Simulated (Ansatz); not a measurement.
## Ge$_{2}$H$_{6}$O$_{3}$: molecular dynamics (part 1 of 2)

Ge$_{2}$H$_{6}$O$_{3}$, computed with RKS PBE/def2-SVP (Ansatz 0.2.0).

It belongs to a series of runs on one base structure; here: dynamics from the start. Figures and captions count atoms from 1; the log counts them from 0 in places.

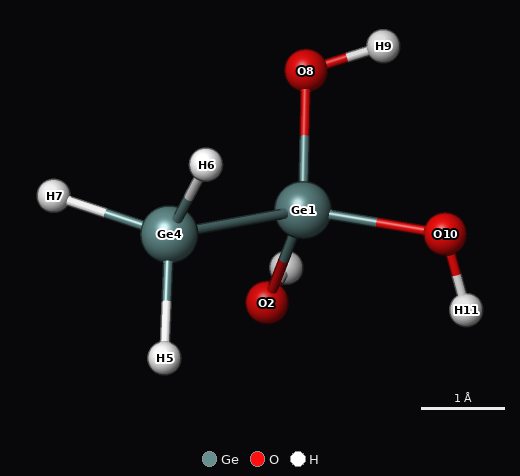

**Figure 1.** The structure as given in the input (ball-and-stick view, seen at a tilt; atoms are numbered from 1 in the order of the input). Sticks mark near contacts.

**Input file**
```yaml
crystal:
  periodic: [false, false, false]
  atoms:
    - { symbol: Ge, position_ang: [-0.032163, -0.05503, 0.023672] }
    - { symbol: O, position_ang: [-0.017277, -0.441799, 1.782712] }
    - { symbol: H, position_ang: [-0.755124, 0.028602, 2.218242] }
    - { symbol: Ge, position_ang: [2.266189, -0.018543, -0.773205] }
    - { symbol: H, position_ang: [2.957281, -1.358809, -0.415544] }
    - { symbol: H, position_ang: [2.264379, 0.16425, -2.311241] }
    - { symbol: H, position_ang: [3.026613, 1.153548, -0.105896] }
    - { symbol: O, position_ang: [-0.869498, 1.513617, -0.231292] }
    - { symbol: H, position_ang: [-1.720029, 1.328296, -0.676615] }
    - { symbol: O, position_ang: [-1.108954, -1.228005, -0.828814] }
    - { symbol: H, position_ang: [-1.151716, -2.063927, -0.326118] }
basis:
  gaussian: { orbitals: def2-SVP }
hamiltonian:
  xc: pbe
md:
  timestep: 0.25
  n_steps: 89
  ensemble: nve
  temperature: 700.0
  initial_velocities: maxwell_boltzmann
  seed: 80337
  masses: [{ species: H, mass: 2.014 }]
```

Launched with:
```bash
ansatz run input.yaml --threads 4 --pin off --max-ram 5120MiB --backend cpu --events-out ev --progress --plain --runs-dir out
```

**The program's output**
```
Engine: ansatz 0.2.0, x86_64-unknown-linux-gnu
Functional definition: PBE
  parameter kappa = 0.804
  parameter beta = 0.06672455060314922
  exchange = pbe_x(kappa = kappa, mu = beta*pi^2/3)
  correlation = pbe_c(beta = beta)
1479 factors; their error is unknown
mean field evaluation 1: about -119219.6368 eV, gradient 9.5e1 eV
mean field evaluation 2: about -119125.8285 eV, gradient 2.3e2 eV
mean field evaluation 4: about -119234.2562 eV, gradient 1.3e1 eV
mean field evaluation 8: about -119234.6986 eV, gradient 7.3e-2 eV
mean field evaluation 16: about -119234.6175 eV, gradient 5.2e-5 eV
mean field -119234.61747982 eV, -4381.7913722571 hartree, gradient 5.2e-5 eV, S^2 0.000000; 0 other end points of the search recorded, 0 dependent functions left out
the calculation of the forces begins
reference -119234.61752009 eV, -4381.7913737367 hartree; 47, 47 occupied and 89, 89 virtual orbitals, 1479 factors
md step     0: t =     0.00 fs  T =   700.0 K  F+E_penalty+E_count = -119234.61747982 eV  E_kin = 0.814338 eV  conserved = -119233.80314183 eV  (27 SCF iters)
these checks for a lower state are left out or cut short: starts, cluster_reference, orbital_swaps, neighbouring_geometries, increment
1479 factors; their error is unknown
mean field -119234.61314529 eV, -4381.7912129660 hartree, gradient 6.4e-5 eV, S^2 0.000000; 0 other end points of the search recorded, 0 dependent functions left out
the calculation of the forces begins
reference -119234.61318565 eV, -4381.7912144491 hartree; 47, 47 occupied and 89, 89 virtual orbitals, 1479 factors
md step     1: t =     0.25 fs  T =   696.3 K  F+E_penalty+E_count = -119234.61314529 eV  E_kin = 0.810052 eV  conserved = -119233.80309288 eV  (28 SCF iters)
[... from here on the SCF iterations and repeated set-up lines of each step are left out, up to the last step ...]
md step     2: t =     0.50 fs  T =   685.9 K  F+E_penalty+E_count = -119234.60097233 eV  E_kin = 0.797949 eV  conserved = -119233.80302375 eV  (27 SCF iters)
md step     3: t =     0.75 fs  T =   669.6 K  F+E_penalty+E_count = -119234.58193007 eV  E_kin = 0.778988 eV  conserved = -119233.80294208 eV  (27 SCF iters)
md step     4: t =     1.00 fs  T =   648.4 K  F+E_penalty+E_count = -119234.55720411 eV  E_kin = 0.754349 eV  conserved = -119233.80285476 eV  (27 SCF iters)
md step     5: t =     1.25 fs  T =   623.5 K  F+E_penalty+E_count = -119234.52809243 eV  E_kin = 0.725326 eV  conserved = -119233.80276689 eV  (28 SCF iters)
md step     6: t =     1.50 fs  T =   595.9 K  F+E_penalty+E_count = -119234.49592312 eV  E_kin = 0.693240 eV  conserved = -119233.80268268 eV  (27 SCF iters)
md step     7: t =     1.75 fs  T =   566.8 K  F+E_penalty+E_count = -119234.46199032 eV  E_kin = 0.659386 eV  conserved = -119233.80260417 eV  (28 SCF iters)
md step     8: t =     2.00 fs  T =   537.2 K  F+E_penalty+E_count = -119234.42751120 eV  E_kin = 0.624978 eV  conserved = -119233.80253303 eV  (27 SCF iters)
md step     9: t =     2.25 fs  T =   508.1 K  F+E_penalty+E_count = -119234.39359654 eV  E_kin = 0.591126 eV  conserved = -119233.80247084 eV  (27 SCF iters)
md step    10: t =     2.50 fs  T =   480.4 K  F+E_penalty+E_count = -119234.36123149 eV  E_kin = 0.558813 eV  conserved = -119233.80241832 eV  (28 SCF iters)
md step    11: t =     2.75 fs  T =   454.6 K  F+E_penalty+E_count = -119234.33126419 eV  E_kin = 0.528890 eV  conserved = -119233.80237374 eV  (28 SCF iters)
md step    12: t =     3.00 fs  T =   431.6 K  F+E_penalty+E_count = -119234.30440661 eV  E_kin = 0.502069 eV  conserved = -119233.80233810 eV  (27 SCF iters)
md step    13: t =     3.25 fs  T =   411.7 K  F+E_penalty+E_count = -119234.28122968 eV  E_kin = 0.478918 eV  conserved = -119233.80231124 eV  (27 SCF iters)
md step    14: t =     3.50 fs  T =   395.3 K  F+E_penalty+E_count = -119234.26216538 eV  E_kin = 0.459872 eV  conserved = -119233.80229293 eV  (28 SCF iters)
md step    15: t =     3.75 fs  T =   382.7 K  F+E_penalty+E_count = -119234.24750838 eV  E_kin = 0.445225 eV  conserved = -119233.80228311 eV  (28 SCF iters)
md step    16: t =     4.00 fs  T =   374.0 K  F+E_penalty+E_count = -119234.23741704 eV  E_kin = 0.435135 eV  conserved = -119233.80228172 eV  (27 SCF iters)
md step    17: t =     4.25 fs  T =   369.3 K  F+E_penalty+E_count = -119234.23191378 eV  E_kin = 0.429625 eV  conserved = -119233.80228910 eV  (28 SCF iters)
md step    18: t =     4.50 fs  T =   368.4 K  F+E_penalty+E_count = -119234.23088298 eV  E_kin = 0.428578 eV  conserved = -119233.80230500 eV  (27 SCF iters)
md step    19: t =     4.75 fs  T =   371.1 K  F+E_penalty+E_count = -119234.23406976 eV  E_kin = 0.431740 eV  conserved = -119233.80233007 eV  (30 SCF iters)
md step    20: t =     5.00 fs  T =   377.1 K  F+E_penalty+E_count = -119234.24107490 eV  E_kin = 0.438710 eV  conserved = -119233.80236452 eV  (28 SCF iters)
md step    21: t =     5.25 fs  T =   385.9 K  F+E_penalty+E_count = -119234.25135208 eV  E_kin = 0.448943 eV  conserved = -119233.80240944 eV  (27 SCF iters)
md step    22: t =     5.50 fs  T =   396.9 K  F+E_penalty+E_count = -119234.26420160 eV  E_kin = 0.461738 eV  conserved = -119233.80246391 eV  (27 SCF iters)
md step    23: t =     5.75 fs  T =   409.4 K  F+E_penalty+E_count = -119234.27877327 eV  E_kin = 0.476245 eV  conserved = -119233.80252845 eV  (27 SCF iters)
md step    24: t =     6.00 fs  T =   422.5 K  F+E_penalty+E_count = -119234.29406861 eV  E_kin = 0.491466 eV  conserved = -119233.80260253 eV  (27 SCF iters)
md step    25: t =     6.25 fs  T =   435.2 K  F+E_penalty+E_count = -119234.30895455 eV  E_kin = 0.506270 eV  conserved = -119233.80268464 eV  (27 SCF iters)
md step    26: t =     6.50 fs  T =   446.5 K  F+E_penalty+E_count = -119234.32219016 eV  E_kin = 0.519418 eV  conserved = -119233.80277243 eV  (27 SCF iters)
md step    27: t =     6.75 fs  T =   455.2 K  F+E_penalty+E_count = -119234.33247021 eV  E_kin = 0.529608 eV  conserved = -119233.80286174 eV  (28 SCF iters)
md step    28: t =     7.00 fs  T =   460.4 K  F+E_penalty+E_count = -119234.33849239 eV  E_kin = 0.535545 eV  conserved = -119233.80294694 eV  (27 SCF iters)
md step    29: t =     7.25 fs  T =   460.8 K  F+E_penalty+E_count = -119234.33904915 eV  E_kin = 0.536029 eV  conserved = -119233.80301996 eV  (27 SCF iters)
md step    30: t =     7.50 fs  T =   455.7 K  F+E_penalty+E_count = -119234.33314862 eV  E_kin = 0.530077 eV  conserved = -119233.80307187 eV  (27 SCF iters)
md step    31: t =     7.75 fs  T =   444.5 K  F+E_penalty+E_count = -119234.32015528 eV  E_kin = 0.517063 eV  conserved = -119233.80309241 eV  (27 SCF iters)
md step    32: t =     8.00 fs  T =   427.1 K  F+E_penalty+E_count = -119234.29994246 eV  E_kin = 0.496871 eV  conserved = -119233.80307187 eV  (27 SCF iters)
md step    33: t =     8.25 fs  T =   404.0 K  F+E_penalty+E_count = -119234.27303228 eV  E_kin = 0.470029 eV  conserved = -119233.80300312 eV  (27 SCF iters)
md step    34: t =     8.50 fs  T =   376.3 K  F+E_penalty+E_count = -119234.24069234 eV  E_kin = 0.437808 eV  conserved = -119233.80288452 eV  (27 SCF iters)
md step    35: t =     8.75 fs  T =   345.8 K  F+E_penalty+E_count = -119234.20494938 eV  E_kin = 0.402228 eV  conserved = -119233.80272149 eV  (27 SCF iters)
md step    36: t =     9.00 fs  T =   314.6 K  F+E_penalty+E_count = -119234.16848838 eV  E_kin = 0.365959 eV  conserved = -119233.80252932 eV  (27 SCF iters)
md step    37: t =     9.25 fs  T =   285.5 K  F+E_penalty+E_count = -119234.13441218 eV  E_kin = 0.332081 eV  conserved = -119233.80233121 eV  (27 SCF iters)
md step    38: t =     9.50 fs  T =   261.1 K  F+E_penalty+E_count = -119234.10587684 eV  E_kin = 0.303721 eV  conserved = -119233.80215607 eV  (28 SCF iters)
md step    39: t =     9.75 fs  T =   243.8 K  F+E_penalty+E_count = -119234.08564768 eV  E_kin = 0.283615 eV  conserved = -119233.80203274 eV  (27 SCF iters)
md step    40: t =    10.00 fs  T =   235.3 K  F+E_penalty+E_count = -119234.07566061 eV  E_kin = 0.273677 eV  conserved = -119233.80198333 eV  (27 SCF iters)
md step    41: t =    10.25 fs  T =   236.1 K  F+E_penalty+E_count = -119234.07668663 eV  E_kin = 0.274670 eV  conserved = -119233.80201646 eV  (27 SCF iters)
md step    42: t =    10.50 fs  T =   245.9 K  F+E_penalty+E_count = -119234.08818990 eV  E_kin = 0.286061 eV  conserved = -119233.80212900 eV  (30 SCF iters)
md step    43: t =    10.75 fs  T =   263.1 K  F+E_penalty+E_count = -119234.10840185 eV  E_kin = 0.306101 eV  conserved = -119233.80230086 eV  (27 SCF iters)
md step    44: t =    11.00 fs  T =   285.5 K  F+E_penalty+E_count = -119234.13461234 eV  E_kin = 0.332108 eV  conserved = -119233.80250408 eV  (27 SCF iters)
md step    45: t =    11.25 fs  T =   310.2 K  F+E_penalty+E_count = -119234.16359054 eV  E_kin = 0.360881 eV  conserved = -119233.80270915 eV  (28 SCF iters)
md step    46: t =    11.50 fs  T =   334.5 K  F+E_penalty+E_count = -119234.19204097 eV  E_kin = 0.389151 eV  conserved = -119233.80288999 eV  (27 SCF iters)
md step    47: t =    11.75 fs  T =   355.9 K  F+E_penalty+E_count = -119234.21700629 eV  E_kin = 0.413978 eV  conserved = -119233.80302875 eV  (28 SCF iters)
md step    48: t =    12.00 fs  T =   372.2 K  F+E_penalty+E_count = -119234.23615234 eV  E_kin = 0.433036 eV  conserved = -119233.80311646 eV  (26 SCF iters)
md step    49: t =    12.25 fs  T =   382.3 K  F+E_penalty+E_count = -119234.24791667 eV  E_kin = 0.444764 eV  conserved = -119233.80315296 eV  (26 SCF iters)
md step    50: t =    12.50 fs  T =   385.4 K  F+E_penalty+E_count = -119234.25152872 eV  E_kin = 0.448385 eV  conserved = -119233.80314385 eV  (27 SCF iters)
md step    51: t =    12.75 fs  T =   381.5 K  F+E_penalty+E_count = -119234.24693632 eV  E_kin = 0.443838 eV  conserved = -119233.80309812 eV  (26 SCF iters)
md step    52: t =    13.00 fs  T =   371.0 K  F+E_penalty+E_count = -119234.23467547 eV  E_kin = 0.431649 eV  conserved = -119233.80302612 eV  (26 SCF iters)
md step    53: t =    13.25 fs  T =   354.8 K  F+E_penalty+E_count = -119234.21571736 eV  E_kin = 0.412780 eV  conserved = -119233.80293752 eV  (26 SCF iters)
md step    54: t =    13.50 fs  T =   333.9 K  F+E_penalty+E_count = -119234.19131954 eV  E_kin = 0.388478 eV  conserved = -119233.80284109 eV  (26 SCF iters)
md step    55: t =    13.75 fs  T =   309.6 K  F+E_penalty+E_count = -119234.16289394 eV  E_kin = 0.360151 eV  conserved = -119233.80274333 eV  (26 SCF iters)
md step    56: t =    14.00 fs  T =   283.0 K  F+E_penalty+E_count = -119234.13190208 eV  E_kin = 0.329253 eV  conserved = -119233.80264916 eV  (26 SCF iters)
md step    57: t =    14.25 fs  T =   255.5 K  F+E_penalty+E_count = -119234.09977516 eV  E_kin = 0.297213 eV  conserved = -119233.80256167 eV  (26 SCF iters)
md step    58: t =    14.50 fs  T =   228.1 K  F+E_penalty+E_count = -119234.06785897 eV  E_kin = 0.265376 eV  conserved = -119233.80248301 eV  (27 SCF iters)
md step    59: t =    14.75 fs  T =   202.0 K  F+E_penalty+E_count = -119234.03737715 eV  E_kin = 0.234963 eV  conserved = -119233.80241420 eV  (27 SCF iters)
md step    60: t =    15.00 fs  T =   178.0 K  F+E_penalty+E_count = -119234.00940993 eV  E_kin = 0.207054 eV  conserved = -119233.80235570 eV  (27 SCF iters)
md step    61: t =    15.25 fs  T =   156.9 K  F+E_penalty+E_count = -119233.98488312 eV  E_kin = 0.182575 eV  conserved = -119233.80230769 eV  (27 SCF iters)
md step    62: t =    15.50 fs  T =   139.5 K  F+E_penalty+E_count = -119233.96456337 eV  E_kin = 0.162294 eV  conserved = -119233.80226969 eV  (28 SCF iters)
md step    63: t =    15.75 fs  T =   126.2 K  F+E_penalty+E_count = -119233.94905884 eV  E_kin = 0.146817 eV  conserved = -119233.80224168 eV  (23 SCF iters)
md step    64: t =    16.00 fs  T =   117.4 K  F+E_penalty+E_count = -119233.93882024 eV  E_kin = 0.136597 eV  conserved = -119233.80222354 eV  (24 SCF iters)
md step    65: t =    16.25 fs  T =   113.4 K  F+E_penalty+E_count = -119233.93414235 eV  E_kin = 0.131928 eV  conserved = -119233.80221483 eV  (30 SCF iters)
md step    66: t =    16.50 fs  T =   114.3 K  F+E_penalty+E_count = -119233.93516614 eV  E_kin = 0.132950 eV  conserved = -119233.80221570 eV  (24 SCF iters)
md step    67: t =    16.75 fs  T =   120.0 K  F+E_penalty+E_count = -119233.94187815 eV  E_kin = 0.139652 eV  conserved = -119233.80222639 eV  (25 SCF iters)
md step    68: t =    17.00 fs  T =   130.5 K  F+E_penalty+E_count = -119233.95410865 eV  E_kin = 0.151862 eV  conserved = -119233.80224695 eV  (24 SCF iters)
md step    69: t =    17.25 fs  T =   145.5 K  F+E_penalty+E_count = -119233.97152930 eV  E_kin = 0.169252 eV  conserved = -119233.80227767 eV  (29 SCF iters)
md step    70: t =    17.50 fs  T =   164.5 K  F+E_penalty+E_count = -119233.99364968 eV  E_kin = 0.191331 eV  conserved = -119233.80231897 eV  (28 SCF iters)
md step    71: t =    17.75 fs  T =   186.9 K  F+E_penalty+E_count = -119234.01981400 eV  E_kin = 0.217443 eV  conserved = -119233.80237111 eV  (27 SCF iters)
md step    72: t =    18.00 fs  T =   212.1 K  F+E_penalty+E_count = -119234.04920004 eV  E_kin = 0.246766 eV  conserved = -119233.80243408 eV  (27 SCF iters)
md step    73: t =    18.25 fs  T =   239.2 K  F+E_penalty+E_count = -119234.08082232 eV  E_kin = 0.278315 eV  conserved = -119233.80250748 eV  (27 SCF iters)
md step    74: t =    18.50 fs  T =   267.3 K  F+E_penalty+E_count = -119234.11354204 eV  E_kin = 0.310952 eV  conserved = -119233.80259013 eV  (27 SCF iters)
md step    75: t =    18.75 fs  T =   295.2 K  F+E_penalty+E_count = -119234.14608826 eV  E_kin = 0.343408 eV  conserved = -119233.80268025 eV  (28 SCF iters)
md step    76: t =    19.00 fs  T =   321.8 K  F+E_penalty+E_count = -119234.17709216 eV  E_kin = 0.374318 eV  conserved = -119233.80277404 eV  (27 SCF iters)
md step    77: t =    19.25 fs  T =   345.8 K  F+E_penalty+E_count = -119234.20514346 eV  E_kin = 0.402276 eV  conserved = -119233.80286764 eV  (27 SCF iters)
md step    78: t =    19.50 fs  T =   366.1 K  F+E_penalty+E_count = -119234.22886442 eV  E_kin = 0.425910 eV  conserved = -119233.80295418 eV  (27 SCF iters)
md step    79: t =    19.75 fs  T =   381.6 K  F+E_penalty+E_count = -119234.24701299 eV  E_kin = 0.443987 eV  conserved = -119233.80302568 eV  (27 SCF iters)
md step    80: t =    20.00 fs  T =   391.6 K  F+E_penalty+E_count = -119234.25860623 eV  E_kin = 0.455533 eV  conserved = -119233.80307287 eV  (27 SCF iters)
md step    81: t =    20.25 fs  T =   395.4 K  F+E_penalty+E_count = -119234.26306043 eV  E_kin = 0.459974 eV  conserved = -119233.80308630 eV  (26 SCF iters)
md step    82: t =    20.50 fs  T =   393.1 K  F+E_penalty+E_count = -119234.26033130 eV  E_kin = 0.457274 eV  conserved = -119233.80305774 eV  (26 SCF iters)
md step    83: t =    20.75 fs  T =   385.1 K  F+E_penalty+E_count = -119234.25103129 eV  E_kin = 0.448049 eV  conserved = -119233.80298233 eV  (27 SCF iters)
md step    84: t =    21.00 fs  T =   372.7 K  F+E_penalty+E_count = -119234.23649261 eV  E_kin = 0.433632 eV  conserved = -119233.80286080 eV  (26 SCF iters)
```
